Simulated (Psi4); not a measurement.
**One shape, several levels: doublet [SiH2Br2]+**

Wanted: a comparison of 4 runs (UB3LYP/6-31G*, U-wB97X-V/def2-SVP, UHSE06/def2-SVP) of doublet [SiH2Br2]+. 

The calculation is run with Psi4 1.11.

## Step 1: The molecule

The species is [SiH2Br2]+ (5 atoms), meant as a doublet with charge +1. As SMILES of the parent species, `Br[SiH2]Br`. Geometry: relaxed at PBE0-D4/def2-TZVP. That shape belongs to the parent species and isn't relaxed for this state.

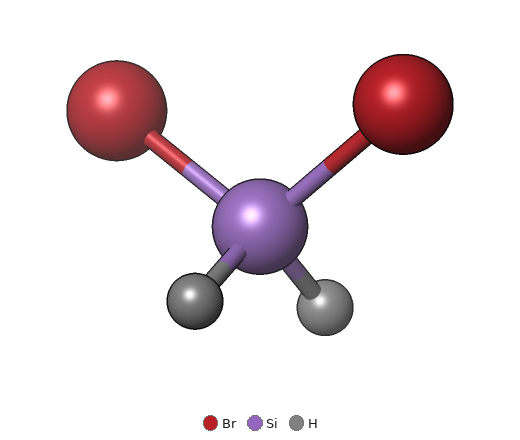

The structure, seen from a chosen angle (bromine red, silicon purple, hydrogen grey).

## Step 2: Energy and gradient at UB3LYP/6-31G(d) (spherical functions) (run 1)

Contents of input.in:

```
memory 2200 MB

molecule molecule1 {
  1 2
  Br    -1.672690    -1.239290     0.362310
  Si     0.158230    -0.046290     0.054680
  Br    -0.295570     1.814160    -1.042010
  H      1.103430    -0.843230    -0.751710
  H      0.706590     0.314640     1.376730
  units angstrom
  symmetry c1
}

set globals {
  basis 6-31G*
  reference uks
  puream true
  e_convergence 1e-09
  d_convergence 1e-08
  scf_type pk
  dft_radial_points 99
  dft_spherical_points 590
  maxiter 100
}

e_tot, wfn = gradient('b3lyp', return_wfn=True)
oeprop(wfn, 'MULLIKEN_CHARGES', 'LOWDIN_CHARGES', 'DIPOLE')
```

Started as:

```console
$ psi4 -n 1 input.in input.out
```

input.out:

```text
[...]
  Running in c1 symmetry.
[...]
  Nuclear repulsion =  448.279262821226382
[...]
  Multiplicity = 2
[...]
  Nalpha       = 43
  Nbeta        = 42
[...]
    Number of basis functions: 86
[...]
   @UKS iter   1: -5437.65102132130596   -2.12609e+00   2.31584e-02 ADIIS/DIIS
[...]
   @UKS iter  13: -5438.13863883082104   -4.54747e-12   5.40082e-09 DIIS
[...]
   @S^2 Observed:                7.532331538E-01
[...]
  @UKS Final Energy: -5438.13863883082104
   => Energetics <=
    Nuclear Repulsion Energy =            448.2792628212263821
    One-Electron Energy =               -8439.8102416410110891
    Two-Electron Energy =                2717.4969449431328030
    DFT Exchange-Correlation Energy =    -164.1046049541685363
    Empirical Dispersion Energy =           0.0000000000000000
    VV10 Nonlocal Energy =                  0.0000000000000000
    Total Energy =                      -5438.1386388308201276
[...]
  -Total Gradient:
     Atom            X                  Y                   Z
    ------   -----------------  -----------------  -----------------
       1        0.005302010608     0.008290868471    -0.003521689422
       2       -0.000520448284     0.000162773074    -0.000185873828
       3       -0.002530613963    -0.009120842646     0.004489901941
       4       -0.002036056327     0.002946255618     0.004396615323
       5       -0.000248411932    -0.002269263224    -0.005190529671
[...]
 Multipole Moments:
 ------------------------------------------------------------------------------------
     Multipole            Electronic (a.u.)      Nuclear  (a.u.)        Total (a.u.)
 ------------------------------------------------------------------------------------
 L = 1.  Multiply by 2.5417464519 to convert [e a0] to [Debye]
 Dipole X            :         -5.4564406            6.4150284            0.9585878
 Dipole Y            :          1.5938715           -1.8737448           -0.2798732
 Dipole Z            :         -1.8843829            2.2153550            0.3309722
 Magnitude           :                                                    1.0520277
[...]
```

Wall time 61 s (1 thread of Intel Xeon at 2.50GHz (Skylake/Cascade Lake), shared host); peak memory 0.77 GiB.

## Step 3: The energy at U-wB97X-V/def2-SVP (run 2)

Contents of input.inp:

```
memory 2.2 GB

molecule system {
  1 2
  Br    -1.672690    -1.239290     0.362310
  Si     0.158230    -0.046290     0.054680
  Br    -0.295570     1.814160    -1.042010
  H      1.103430    -0.843230    -0.751710
  H      0.706590     0.314640     1.376730
  symmetry c1
  no_reorient
  no_com
}

set {
  basis def2-SVP
  reference uks
  puream true
  e_convergence 1e-09
  d_convergence 1e-08
  scf_type pk
  dft_radial_points 99
  dft_spherical_points 590
  maxiter 100
}

e_tot, wfn = energy("wb97x-v", return_wfn=True)
```

Started as:

```console
$ psi4 input.inp input.out -n 1
```

input.out:

```text
[...]
  Running in c1 symmetry.
[...]
  Nuclear repulsion =  448.279262821226382
[...]
  Multiplicity = 2
[...]
  Nalpha       = 43
  Nbeta        = 42
[...]
    Number of basis functions: 92
[...]
   @UKS iter   1: -5436.95462540115386   -2.18217e+00   1.91264e-02 DIIS/ADIIS
[...]
   @UKS iter  18: -5437.44948089977333   -4.36557e-11   4.01095e-09 DIIS
[...]
   @S^2 Observed:                7.560063479E-01
[...]
    Orbital Energies [Eh]
    ---------------------
    Alpha Occupied:
       1A   -482.839287     2A   -482.839059     3A    -66.429628
       4A    -62.747799     5A    -62.747572     6A    -56.569195
       7A    -56.568959     8A    -56.568623     9A    -56.568400
      10A    -56.566049    11A    -56.565824    12A     -9.045613
      13A     -9.045384    14A     -6.874351    15A     -6.874135
      16A     -6.873822    17A     -6.873569    18A     -6.864715
      19A     -6.864496    20A     -5.689521    21A     -4.044756
      22A     -4.042886    23A     -4.040529    24A     -2.999099
      25A     -2.998865    26A     -2.998858    27A     -2.998622
      28A     -2.992206    29A     -2.991994    30A     -2.991364
      31A     -2.991125    32A     -2.989442    33A     -2.989218
      34A     -1.170782    35A     -1.146560    36A     -0.896081
[...]
  @UKS Final Energy: -5437.44948089977333
   => Energetics <=
    Nuclear Repulsion Energy =            448.2792628212263821
    One-Electron Energy =               -8440.0828475695925590
    Two-Electron Energy =                2712.9419236952176107
    DFT Exchange-Correlation Energy =    -158.9424215971315562
    Empirical Dispersion Energy =           0.0000000000000000
    VV10 Nonlocal Energy =                  0.3546017505066577
    Total Energy =                      -5437.4494808997724249
[...]
 Multipole Moments:
 ------------------------------------------------------------------------------------
     Multipole            Electronic (a.u.)      Nuclear  (a.u.)        Total (a.u.)
 ------------------------------------------------------------------------------------
 L = 1.  Multiply by 2.5417464519 to convert [e a0] to [Debye]
 Dipole X            :        122.0918506         -122.5749308           -0.4830802
 Dipole Y            :        -35.6551410           35.7985938            0.1434528
 Dipole Z            :         42.1597926          -42.3278999           -0.1681073
 Magnitude           :                                                    0.5312300
[...]
```

Wall time 3 min (1 thread of Intel Xeon at 2.50GHz (Skylake/Cascade Lake), shared host); peak memory 0.91 GiB.

Run 3 isn't shown in full; the table further down has it.

## Step 4: Energy and forces at UB3LYP/6-31G(d) (Cartesian functions) (run 4)

Contents of run.py:

```python
import psi4

psi4.set_memory('2200 MB')
psi4.set_num_threads(1)
psi4.core.set_output_file('run.log', False)

geom = psi4.geometry("""
1 2
Br    -1.672690    -1.239290     0.362310
Si     0.158230    -0.046290     0.054680
Br    -0.295570     1.814160    -1.042010
H      1.103430    -0.843230    -0.751710
H      0.706590     0.314640     1.376730
symmetry c1
no_reorient
no_com
""")

psi4.set_options({
    'basis': '6-31G*',
    'reference': 'uks',
    'puream': False,
    'e_convergence': 1e-09,
    'd_convergence': 1e-08,
    'scf_type': 'pk',
    'dft_radial_points': 99,
    'dft_spherical_points': 590,
    'maxiter': 100,
})

result, w = psi4.gradient('b3lyp', return_wfn=True)
psi4.oeprop(w, 'QUADRUPOLE', 'LOWDIN_CHARGES', 'WIBERG_LOWDIN_INDICES', title='B3LYP')
print('gradient / Eh bohr^-1')
print(result.np.round(6))
print(f'energy = {w.energy():.10f} Eh')
```

Started as:

```console
$ python run.py
```

run.log:

```text
[...]
  Running in c1 symmetry.
[...]
  Nuclear repulsion =  448.279262821226382
[...]
  Multiplicity = 2
[...]
  Nalpha       = 43
  Nbeta        = 42
[...]
    Number of basis functions: 93
[...]
   @UKS iter   1: -5437.60111895879527   -2.09298e+00   2.40767e-02 ADIIS/DIIS
[...]
   @UKS iter  13: -5438.15746921027494    0.00000e+00   4.94833e-09 DIIS
[...]
   @S^2 Observed:                7.532325061E-01
[...]
  @UKS Final Energy: -5438.15746921027494
   => Energetics <=
    Nuclear Repulsion Energy =            448.2792628212263821
    One-Electron Energy =               -8439.5945434169552755
    Two-Electron Energy =                2717.1932711614695108
    DFT Exchange-Correlation Energy =    -164.0354597760154149
    Empirical Dispersion Energy =           0.0000000000000000
    VV10 Nonlocal Energy =                  0.0000000000000000
    Total Energy =                      -5438.1574692102740300
[...]
  -Total Gradient:
     Atom            X                  Y                   Z
    ------   -----------------  -----------------  -----------------
       1        0.005641941360     0.008501127937    -0.003572698617
       2       -0.000904366174     0.000274938907    -0.000318470082
       3       -0.002437390355    -0.009457670836     0.004690523003
       4       -0.002058122367     0.002946000378     0.004374417529
       5       -0.000275579091    -0.002254605825    -0.005185346879
[...]
 Multipole Moments:
 ------------------------------------------------------------------------------------
     Multipole            Electronic (a.u.)      Nuclear  (a.u.)        Total (a.u.)
 ------------------------------------------------------------------------------------
 L = 1.  Multiply by 2.5417464519 to convert [e a0] to [Debye]
 Dipole X            :        122.0291253         -122.5749308           -0.5458056
 Dipole Y            :        -35.6390985           35.7985938            0.1594953
 Dipole Z            :         42.1393693          -42.3278999           -0.1885306
 Magnitude           :                                                    0.5990711
 L = 2.  Multiply by 1.3450342976 to convert [e a0^2] to [Debye ang]
 Quadrupole XX       :       -398.4609428          368.0025609          -30.4583819
 Quadrupole XY       :       -187.6405576          189.1775837            1.5370261
[...]
```

The script printed:

```text
gradient / Eh bohr^-1
[[ 0.005642  0.008501 -0.003573]
 [-0.000904  0.000275 -0.000318]
 [-0.002437 -0.009458  0.004691]
 [-0.002058  0.002946  0.004374]
 [-0.000276 -0.002255 -0.005185]]
energy = -5438.1574692103 Eh
```

It took 64 s on 1 thread of Intel Xeon at 2.50GHz (Skylake/Cascade Lake), shared host; peak memory 0.83 GiB.

## Step 5: The series

```tsv
run	level	task	Cartesian functions	energy (Eh)	HOMO energy (eV)	LUMO energy (eV)	⟨S²⟩	wall time
1	UB3LYP/6-31G* (spherical functions)	gradient	no	-5438.138639	-13.94	-12.85	0.753	61 s
2	U-wB97X-V/def2-SVP	energy	no	-5437.449481	-15.79	-11.33	0.756	3 min
3	UHSE06/def2-SVP	gradient	no	-5437.244949	-13.78	-13.10	0.754	99 s
4	UB3LYP/6-31G* (Cartesian functions)	gradient	yes	-5438.157469	-13.94	-12.84	0.753	64 s
```

## Step 6: What came out

| quantity | value |
| --- | --- |
| run 4: total energy | -5438.15747 Eh |
| run 4: HOMO energy (highest over α and β) | -13.94 eV |
| run 4: LUMO energy (lowest over α and β) | -12.84 eV |
| run 4: ⟨S²⟩ | 0.753 |
| run 4: largest force on an atom | 0.557 eV/Å |

Totals of different functionals can't be ranked against each other. All runs together took 6.7 min, the longest 3 min.
